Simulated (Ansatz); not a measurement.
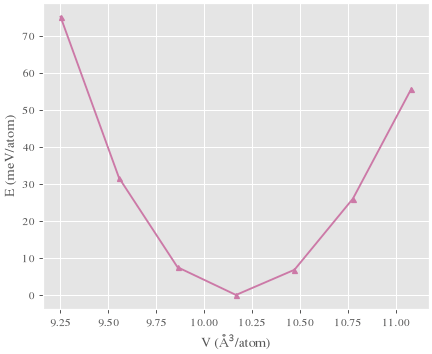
Figure. TiC (rock salt, Fm-3m) under volume change, the program Ansatz at the PBE level (PAW), scaled uniformly.

What does a third-order Birch–Murnaghan fit give for V₀, B₀ and B′?

V₀ = 10.17 Å³/atom, B₀ = 250 GPa, B′ = 4.0.

The cell was relaxed with PBE under the symmetry of its start. The run is not spin-polarised.

Potentials: the earlier of the program's two PAW sets.
